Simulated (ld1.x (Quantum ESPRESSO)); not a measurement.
Pseudopotential generation for Li (part 2 of 2)

Continued. System: lithium (Li, Z = 3), core none, reference valence 1s2 2s0.75 2p0.25, valence charge 3. Method: TM potential, PBEsol, fully relativistic, made with ld1.x (Quantum ESPRESSO) 7.5.

**Output of the test run (extracts), continued**
```
     ---------------------- Testing the pseudopotential ----------------------

     Li
     dirac relativistic calculation

     atomic number is  3.00   valence charge is  3.00
     dft =PBESOL   lsd =0 sic =0 latt =0  beta=0.20 tr2=1.0E-14
     mesh =1017 r(mesh) =  99.62247 xmin = -7.00 dx = 0.01250

     n l  j  nl             e AE (Ry)       e PS (Ry)    De AE-PS (Ry)
     1 0 0.5 1S   1( 2.00)       -3.88982       -3.85810       -0.03172  !
     2 0 0.5 2S   1( 0.00)       -0.24174       -0.21155       -0.03019  !
     2 1 0.5 2P   1( 0.33)       -0.11304       -0.10587       -0.00717  !
     2 1 1.5 2P   1( 0.67)       -0.11303       -0.10586       -0.00717  !

     eps = 8.9E-15  iter = 13

     Etot =     -14.646298 Ry,      -7.323149 Ha,    -199.273035 eV
     Etotps =   -14.457864 Ry,      -7.228932 Ha,    -196.709259 eV
     dEtot_ae =       0.096999 Ry
     dEtot_ps =       0.079988 Ry,   Delta E=       0.017012 Ry

     Ekin =      13.129041 Ry,       6.564520 Ha,     178.629702 eV
     Encl =     -13.179996 Ry,      -6.589998 Ha,    -179.322986 eV
     Ehrt =       7.603216 Ry,       3.801608 Ha,     103.447019 eV
     Ecxc =      -3.300975 Ry,      -1.650488 Ha,     -44.912059 eV
     Epseu=     -18.709149 Ry,      -9.354574 Ha,    -254.550936 eV

     ---------------------- End of pseudopotential test ----------------------
```

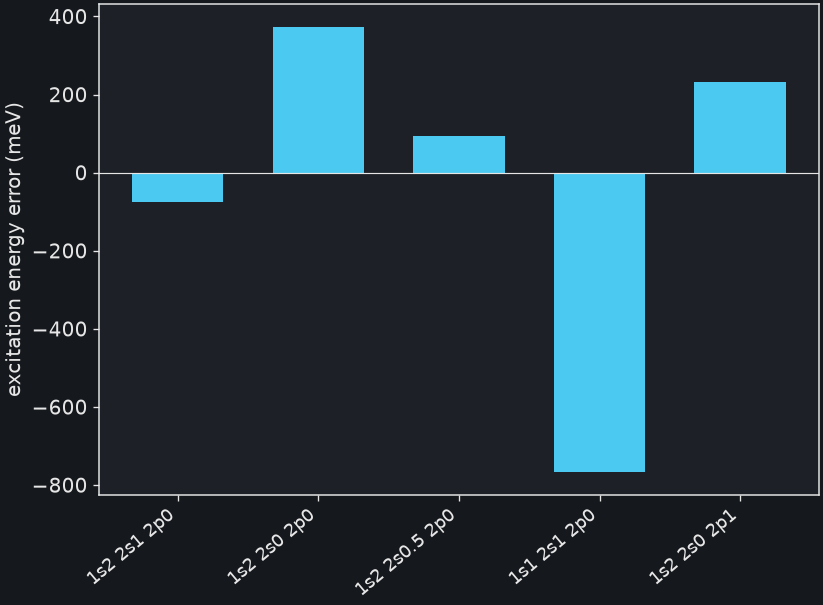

Figure 1. Errors, all-electron minus pseudo, of the energies of valence configurations relative to the unpolarised reference 1s2 2s0.75 2p0.25.

- Worst configuration: 1s1 2s1 2p0 (charge +1): the error is -767 meV on an all-electron energy of +67.34 eV relative to the reference, or 1.1 %. Note that the pseudo-atom misses its own reference levels by up to 0.30 eV.
- Configurations within 10 meV and within 50 meV: 0 and 0 of 5.
- Errors in meV: 1s2 2s1 2p0: -75; 1s2 2s0 2p0: +374; 1s2 2s0.5 2p0: +95; 1s1 2s1 2p0: -767; 1s2 2s0 2p1: +231.

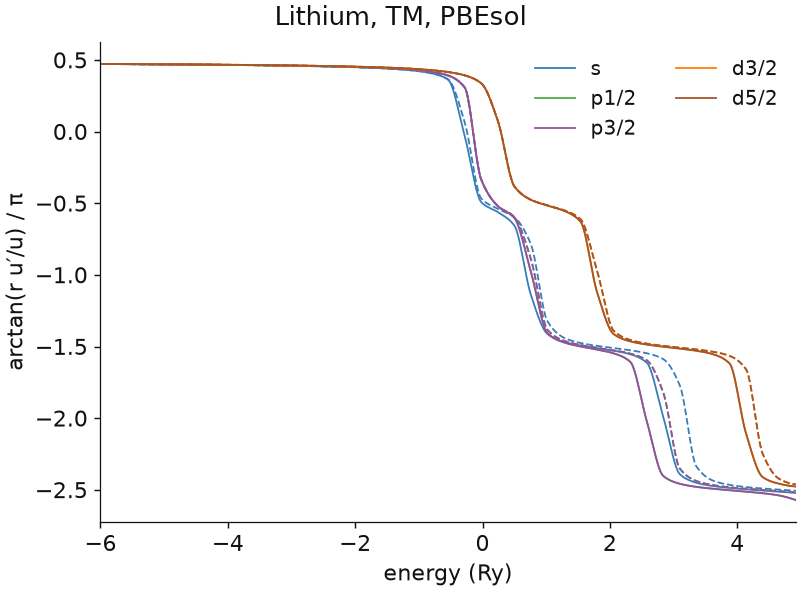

Figure 2. Unwrapped phase arctan(r u′/u) in units of π against energy, all-electron (solid) and pseudo (dashed); the pseudo phase is matched to the all-electron one at the reference energy. Here u = r R(r).

- Poles, where the radial function vanishes at the test radius: s: all-electron at 0.0, 1.6 and 4.3 Ry, pseudo at 0.1, 1.9 and 4.7 Ry; p1/2: all-electron at 0.2, 1.6 and 3.8 Ry, pseudo at 0.2, 1.7 and 4.4 Ry; p3/2: all-electron at 0.2, 1.6 and 3.8 Ry, pseudo at 0.2, 1.7 and 4.4 Ry; d3/2: all-electron at 0.9 and 2.8 Ry, pseudo at 0.9 and 3.0 Ry; d5/2: all-electron at 0.9 and 2.8 Ry, pseudo at 0.9 and 3.0 Ry.
- Range over which the phases agree within 0.05 rad: s: up to about -0.4 Ry; p1/2: up to about 0.6 Ry; p3/2: up to about 0.6 Ry; d3/2: up to about 1.5 Ry; d5/2: up to about 1.5 Ry.
- Ghost states: Going away from the reference energies, the phases part by more than π/2 in: s at about 2.9 Ry (above its reference energy, pseudo phase higher); p1/2 at about 2.6 Ry (above its reference energy, pseudo phase higher); p3/2 at about 2.6 Ry (above its reference energy, pseudo phase higher). Such a step is either a state that only one of the two atoms has or an ordinary level shifted in energy. The separate test gives: no ghost state below the valence levels in the s, p1/2, p3/2, d3/2, d5/2, f channels. The potential isn't sound: the pseudo-atom misses its own reference levels by up to 0.30 eV.

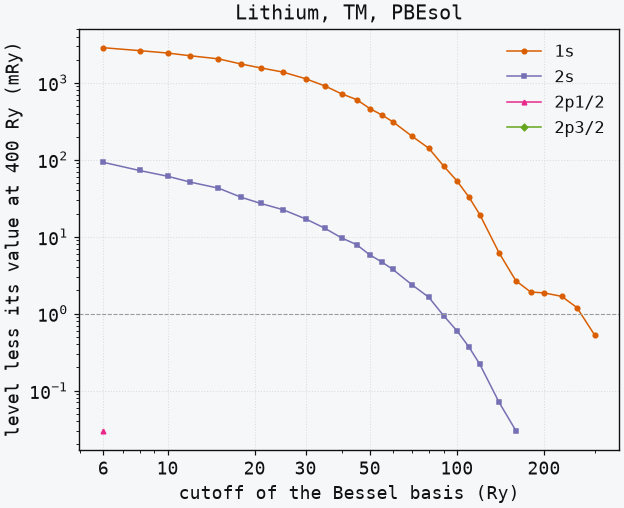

Figure 3. The pseudo-atom Hamiltonian at the reference potential is diagonalised in spherical Bessel functions (20 bohr box) up to the cutoff. Curves: distance of each valence level from its value at 400 Ry.

- Cutoffs for 10 and 1 mRy in the occupation-weighted sum of levels: 160 Ry and over 300 Ry, on the ladder of cutoffs that was run.
- Hardest occupied shell: 1s: its level needs 300 Ry to come within 1 mRy, against 90 Ry for 2s.
- Cutoffs from which each level stays within 1 mRy: 1s: 300 Ry; 2s: 90 Ry; 2p1/2: 6 Ry or less; 2p3/2: 6 Ry or less.

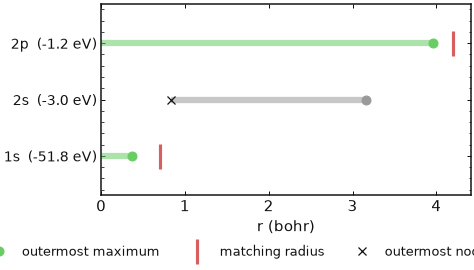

Figure 4. Outer shells of the all-electron reference atom: each bar runs from the outermost node (or the nucleus) to the outermost maximum of u(r); the tick is the radius chosen for the pseudo-wave. Shells without a tick have no pseudo-wave of their own. Levels, nodes and maxima are from ld1.x, scalar-relativistic.

- Radii against the shells: 1s: 0.70 bohr, outside the maximum; 2p: 4.20 bohr, outside the maximum.

Outcome of the run: generated; the pseudo-atom misses its reference levels by up to 0.30 eV (2s, which has no pseudo-wave of its own); ld1.x warns of wrong node counts.
